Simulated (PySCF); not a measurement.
# HF/STO-3G run of CH5BClN (SMILES CNBCl)

What is the energy change on altering one bond length of CH5BClN at HF/STO-3G? The job is set up through a Python script.

Program for the calculation: PySCF 2.14.0.

3 further runs of the same task are left out: 3 set aside as unsound or not needed.

## Step 1: Starting point

CH5BClN: 9 atoms, total charge 0, spin state singlet. As SMILES, `CNBCl`. Geometry: relaxed at PBE0-D4/def2-TZVP. This is one conformer, not always the lowest.

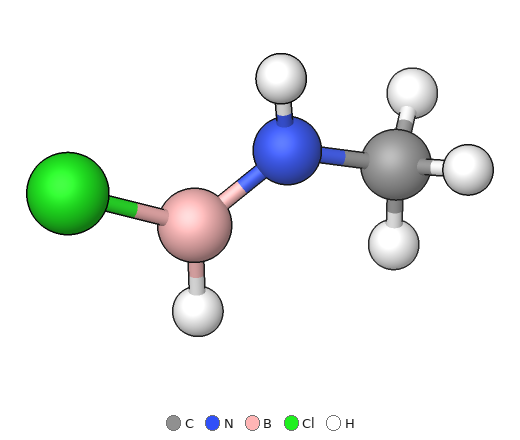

The structure, seen from a chosen angle (carbon grey, nitrogen blue, boron pink, chlorine green, hydrogen white).

## Step 2: A single-point energy at HF/STO-3G

run.py reads:

```python
from pyscf import gto

mol = gto.M(
    atom='''
C      0.963949     0.911037    -1.839459
N     -0.770819    -0.427078    -0.211082
B     -0.493407    -0.784614     2.358756
Cl    -2.825707    -2.484045     4.053085
H      1.713982    -0.322009    -3.319304
H      0.052723     2.530154    -2.745394
H      2.544894     1.606078    -0.718096
H     -2.306411    -1.144229    -1.084514
H      1.288037     0.026834     3.473695
''',
    charge=0,
    unit='bohr',
    max_memory=1860,
    basis='sto-3g',
    verbose=4,
)

hf = mol.RHF()
hf.conv_tol = 1e-10
hf.kernel()
if not hf.converged:
    hf = hf.newton().run(hf.mo_coeff, hf.mo_occ)

e_final = hf.e_tot
print('E(%s) = %.9f' % ('HF', e_final))
```

Command:

```
$ OMP_NUM_THREADS=1 python run.py
```

Log:

```text
PySCF version 2.14.0

[... 63 lines left out ...]
converged SCF energy = -573.102130472457
E(HF) = -573.102130472
```

Wall time 0.85 s (1 thread of Intel Xeon Platinum 8488C (Sapphire Rapids), shared host); peak memory 0.12 GiB.

## Step 3: The distorted shape, same level

calc.py reads:

```python
from pyscf import gto

mol = gto.M(
    atom='''
C      0.488085     0.510473    -1.177338
N     -0.429915    -0.197627    -0.315638
B     -0.261100    -0.415200     1.248200
Cl    -1.495300    -1.314500     2.144800
H      0.884985    -0.142027    -1.960438
H      0.005885     1.367273    -1.656738
H      1.324685     0.878273    -0.583938
H     -1.242515    -0.577127    -0.777838
H      0.681600     0.014200     1.838200
''',
    basis='sto-3g',
    verbose=4,
    spin=0,
    max_memory=1860,
)

mf = mol.RHF()
mf.conv_tol = 1e-10
mf.kernel()
if not mf.converged:
    mf = mf.newton().run(mf.mo_coeff, mf.mo_occ)

e_final = mf.e_tot
print('E(%s) = %.9f' % ('HF', e_final))
```

Command:

```
$ OMP_NUM_THREADS=1 python calc.py
```

Log:

```text
PySCF version 2.14.0

[... 63 lines left out ...]
converged SCF energy = -573.067412148444
E(HF) = -573.067412148
```

Wall time 0.82 s (1 thread of Intel Xeon Platinum 8488C (Sapphire Rapids), shared host); peak memory 0.12 GiB.

## Step 4: Summary of results

At HF/STO-3G:

| quantity | value |
| --- | --- |
| first shape: total energy | -573.10213 Eh |
| first shape: dipole moment | 3.42 D |
| first shape: HOMO energy | -9.47 eV |
| first shape: LUMO energy | 8.17 eV |
| first shape: HOMO–LUMO gap | 17.64 eV |
| distorted shape: total energy | -573.06741 Eh |
| distorted shape: dipole moment | 2.53 D |
| distorted shape: HOMO energy | -8.62 eV |
| distorted shape: LUMO energy | 6.91 eV |
| distorted shape: HOMO–LUMO gap | 15.53 eV |
| energy change with the N2–B3 bond stretched from 1.381 to 1.588 Å | 0.945 eV |

With the N2–B3 bond stretched from 1.381 to 1.588 Å the energy rises by 0.94 eV (21.8 kcal/mol). The first shape isn't relaxed at this level, so the change isn't measured from a minimum. The minimal basis adds a large error of its own. Mulliken charges (first shape) run from -0.41 on N2 to +0.39 on B3. Mulliken charges (distorted shape) run from -0.41 on N2 to +0.40 on B3; they depend strongly on the basis.
